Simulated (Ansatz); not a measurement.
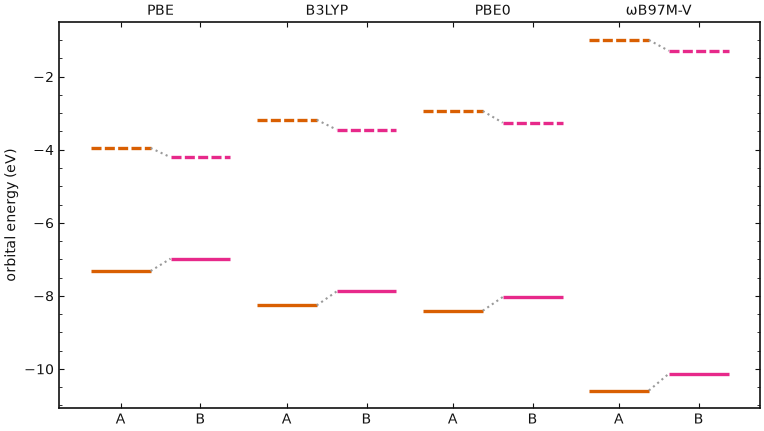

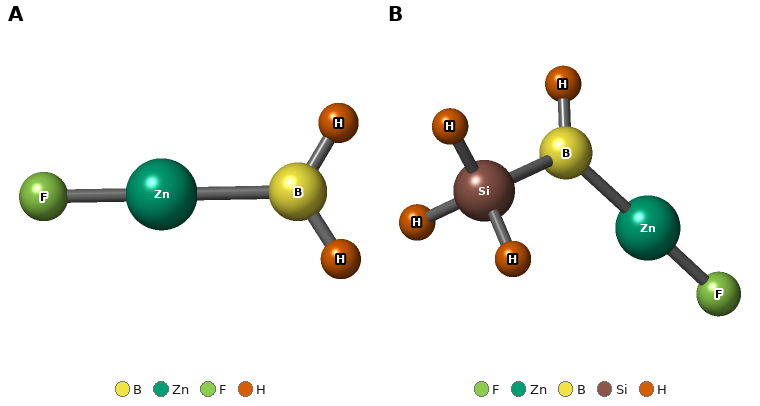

One change: A, ZnBH₂F (SMILES [BH2][Zn][F]), becomes B, ZnBSiH₄F (SMILES [F][Zn][BH][SiH3]). H on B is replaced by SiH₃. HOMO (solid) and LUMO (dashed) computed in def2-TZVPP at PBE0-D4/def2-TZVP geometries, both minima by their frequencies, gas phase, the Ansatz code 0.2.0.

What does the change do to HOMO and LUMO?

PBE: the HOMO rises by 0.34 eV, the LUMO falls by 0.25 eV, and the separation goes from 3.37 to 2.78 eV. B3LYP: the HOMO rises by 0.38 eV, the LUMO falls by 0.27 eV, and the separation goes from 5.08 to 4.43 eV. PBE0: the HOMO rises by 0.38 eV, the LUMO falls by 0.32 eV, and the separation goes from 5.47 to 4.77 eV. ωB97M-V: the HOMO rises by 0.46 eV, the LUMO falls by 0.30 eV, and the separation goes from 9.60 to 8.84 eV.

Do the functionals agree on the effect?

They agree on the direction for both levels; the HOMO shift lies between 0.34 and 0.46 eV and the LUMO shift between −0.32 and −0.25 eV, while the separations themselves differ by up to 6.2 eV between functionals.

Known limits of this run: one conformer of each flexible molecule.
